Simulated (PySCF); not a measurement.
**C4H7O, doublet, SMILES `C=[C]CCO`: what the electrons do**

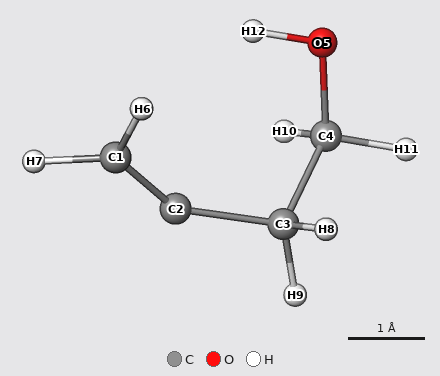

The molecule, with its atoms numbered as below. No frequency check shows the geometry to be a minimum.

Cartesian coordinates (Å):

```
C1      -1.9614    0.5076   -0.0124
C2      -1.1544   -0.4857   -0.2121
C3       0.0993   -1.0472    0.2824
C4       1.3029   -0.2689   -0.2813
O5       1.3303    1.0661    0.1490
H6      -1.8485    1.2383    0.7950
H7      -2.8372    0.6667   -0.6253
H8       0.1254   -1.0066    1.3805
H9       0.1939   -2.0961   -0.0138
H10      1.2869   -0.3210   -1.3801
H11      2.2328   -0.7164    0.0769
H12      0.4861    1.4724   -0.0852
```

Part 1: Bonding charge

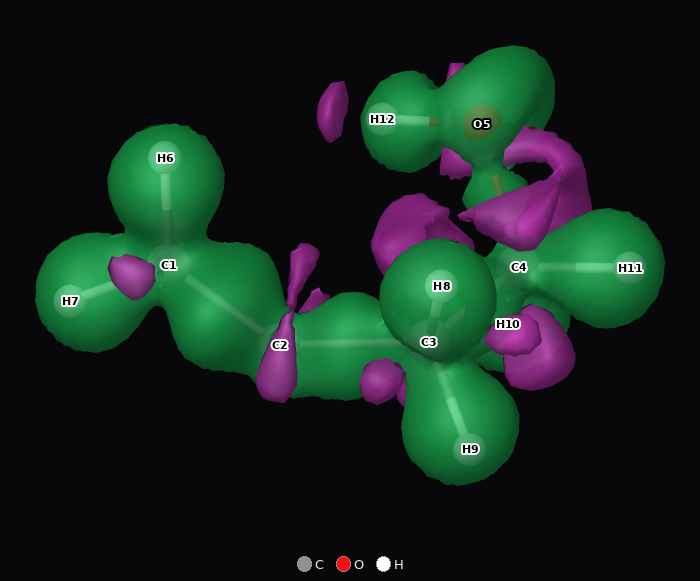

Deformation density (molecule less spherical, spin-averaged free atoms at the same positions), surfaces at ±0.09 e/Å³; green: gain, purple: loss.

Computed with PySCF, ωB97X/def2-SVP, geometry: GFN2-xTB. The stability of the open-shell solution wasn't checked. GFN2-xTB doesn't know the spin state, so this open-shell geometry is rough.

Question: How much density has each bond gained at its critical point, relative to the free atoms?

Answer: The five largest and four smallest: O5–H12: +0.83 e/Å³ at the bond critical point (bond length 0.97 Å, Mayer order 1.0). C4–H11: +0.76 e/Å³ at the bond critical point (bond length 1.09 Å, Mayer order 1.0). C4–H10: +0.74 e/Å³ at the bond critical point (bond length 1.10 Å, Mayer order 1.0). C1–C2: +0.73 e/Å³ at the bond critical point (bond length 1.29 Å, Mayer order 2.1). C1–H7: +0.70 e/Å³ at the bond critical point (bond length 1.08 Å, Mayer order 0.9). C1–H6: +0.65 e/Å³ at the bond critical point (bond length 1.09 Å, Mayer order 0.9). C2–C3: +0.51 e/Å³ at the bond critical point (bond length 1.46 Å, Mayer order 1.0). C3–C4: +0.46 e/Å³ at the bond critical point (bond length 1.54 Å, Mayer order 1.0). C4–O5: +0.17 e/Å³ at the bond critical point (bond length 1.40 Å, Mayer order 1.0). In all, 2.7 electrons gather in the regions of gain relative to the promolecule.

Part 2: Bond critical points

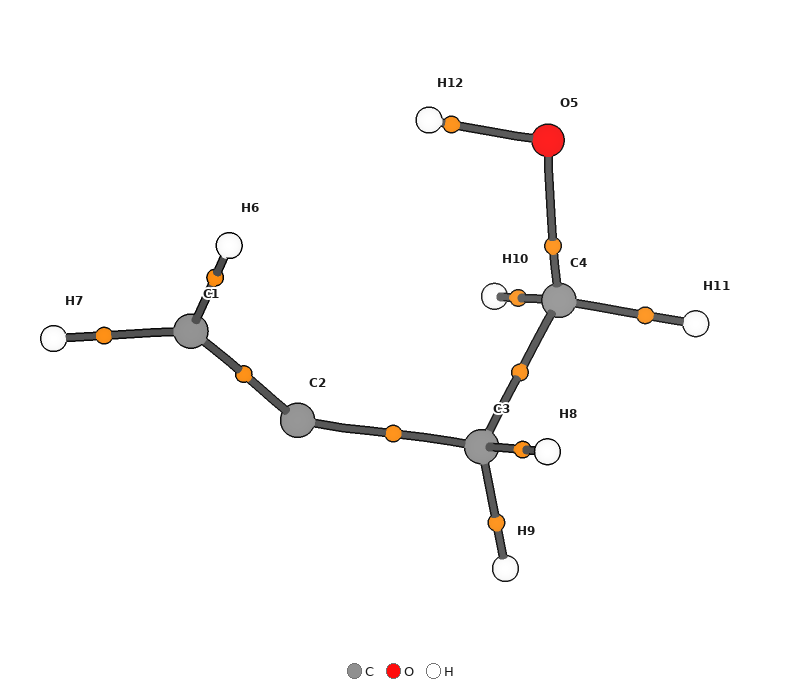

Molecular graph of the electron density (QTAIM): bond paths, bond critical points (orange), ring points (yellow, if any); weak paths are dashed.

Question: How many critical points of each kind are there, and does the count close?

Answer: 12 nuclei, 11 bond, 0 ring and 0 cage critical points: 12 − 11 + 0 − 0 = 1, as the Poincaré–Hopf relation requires.

Question: What does the calculation give at each kind of bond critical point?

Answer:
```json
{"bond": "O5–H12", "length (Å)": "0.966", "ρ (a.u.)": "0.356", "∇²ρ (a.u.)": "−2.25", "ε": "0.02", "H (a.u.)": "−0.634"}
{"bond": "C1–C2", "length (Å)": "1.295", "ρ (a.u.)": "0.355", "∇²ρ (a.u.)": "−0.97", "ε": "0.38", "H (a.u.)": "−0.408"}
{"bond": "C4–H11", "length (Å)": "1.092", "ρ (a.u.)": "0.284", "∇²ρ (a.u.)": "−1.09", "ε": "0.04", "H (a.u.)": "−0.310"}
{"bond": "C4–H10", "length (Å)": "1.100", "ρ (a.u.)": "0.280", "∇²ρ (a.u.)": "−1.04", "ε": "0.04", "H (a.u.)": "−0.299"}
{"bond": "C1–H7", "length (Å)": "1.081", "ρ (a.u.)": "0.279", "∇²ρ (a.u.)": "−1.05", "ε": "0.02", "H (a.u.)": "−0.305"}
{"bond": "C3–H9", "length (Å)": "1.094", "ρ (a.u.)": "0.274", "∇²ρ (a.u.)": "−1.00", "ε": "0.01", "H (a.u.)": "−0.293"}
{"bond": "C3–H8", "length (Å)": "1.099", "ρ (a.u.)": "0.271", "∇²ρ (a.u.)": "−0.97", "ε": "0.01", "H (a.u.)": "−0.286"}
{"bond": "C2–C3", "length (Å)": "1.460", "ρ (a.u.)": "0.270", "∇²ρ (a.u.)": "−0.66", "ε": "0.01", "H (a.u.)": "−0.236"}
{"bond": "C1–H6", "length (Å)": "1.095", "ρ (a.u.)": "0.268", "∇²ρ (a.u.)": "−0.96", "ε": "0.02", "H (a.u.)": "−0.283"}
{"bond": "C4–O5", "length (Å)": "1.403", "ρ (a.u.)": "0.267", "∇²ρ (a.u.)": "−0.51", "ε": "0.02", "H (a.u.)": "−0.391"}
{"bond": "C3–C4", "length (Å)": "1.540", "ρ (a.u.)": "0.242", "∇²ρ (a.u.)": "−0.56", "ε": "0.04", "H (a.u.)": "−0.192"}
```

Question: What kind of interaction is O5–H12?

Answer: Shared-shell (covalent): ρ = 0.356, ∇²ρ = −2.25, H = −0.634 a.u.

Part 3: Electrostatic potential

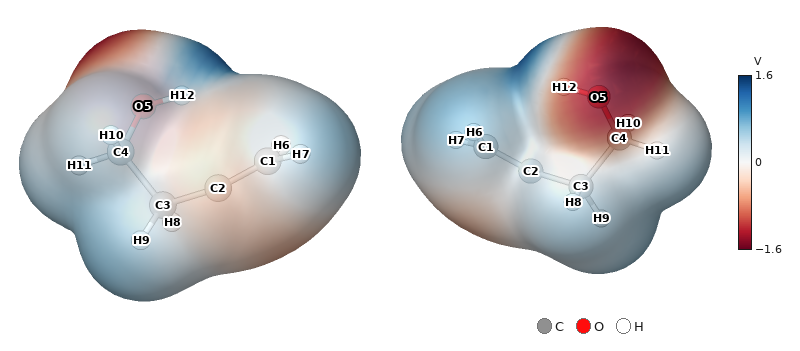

Electrostatic potential on the surface of electron density 0.001 a.u. (back view left, front view right).

Question: Where are the extremes of the potential on the surface?

Answer: Highest: 1.26 V, 1.2 Å from H12. Further maxima include 0.68 V, 1.4 Å from H9; 0.62 V, 1.3 Å from H7. Lowest: −1.56 V, 1.7 Å from O5. Further minima include −0.54 V, off the C1–C2 bond (2.2 Å from its atoms). The surface is sampled at points, so like sites can differ by a few per cent and only the strongest of them is named.

Part 4: Spin density

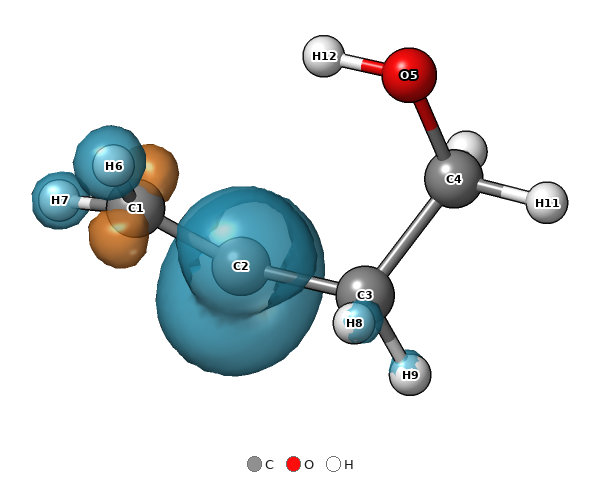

Spin density ρα − ρβ at ±0.05 e/Å³ (light blue: excess α, orange: excess β).

Question: Give the atomic spin populations that go with this picture.

Answer: Hirshfeld spin populations: C2 +0.77, C3 +0.07 and H6 +0.05. ⟨S²⟩ = 0.76, against 0.75 for a pure state. The picture also shows regions of β spin from spin polarisation; the Hirshfeld sums, whose atoms overlap, net them against the α spin of neighbours.

Part 5: Removing or adding an electron

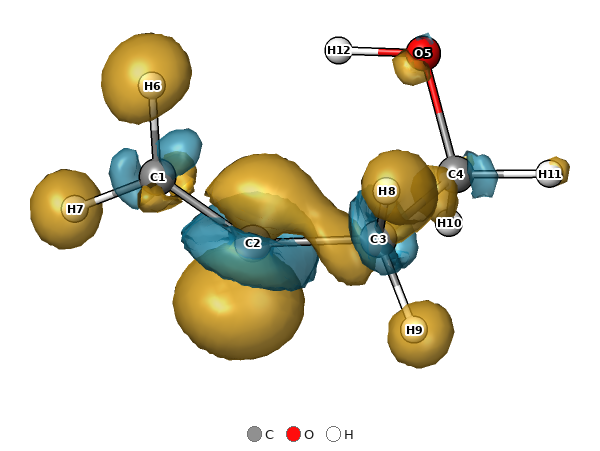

Fukui function f⁻ = ρ(N) − ρ(N−1) at fixed geometry, surfaces at ±0.05 e/Å³ (yellow positive, teal negative).

Method: CAM-B3LYP/def2-SVP; geometry: GFN2-xTB; program: PySCF. GFN2-xTB doesn't know the spin state, so this open-shell geometry is rough.

Question: On which atoms does the density change most on removal of an electron?

Answer: f⁻ (Hirshfeld-condensed) is largest on C2 (0.30); the vertical ionisation energy is 8.73 eV (to the singlet cation, which needn't be its lowest state). Condensed values hint at sites of electrophilic attack but needn't mark the atom that reacts. Orbital relaxation makes it negative in places (0.24 e in all).

| atom | f⁻ | charge |
| --- | --- | --- |
| C1 | +0.14 | −0.13 |
| C2 | +0.30 | 0.00 |
| C3 | +0.06 | −0.07 |
| C4 | +0.02 | +0.01 |
| O5 | +0.04 | −0.23 |
| H6 | +0.12 | +0.05 |
| H7 | +0.10 | +0.05 |
| H8 | +0.08 | +0.05 |
| H9 | +0.07 | +0.05 |
| H10 | +0.03 | +0.03 |
| H11 | +0.04 | +0.04 |
| H12 | +0.01 | +0.14 |

The PySCF runs shown took 25 s and 56 s on 1 thread of Intel(R) Xeon(R) Platinum 8259CL CPU @ 2.50GHz (Skylake/Cascade Lake), with other jobs on the host.
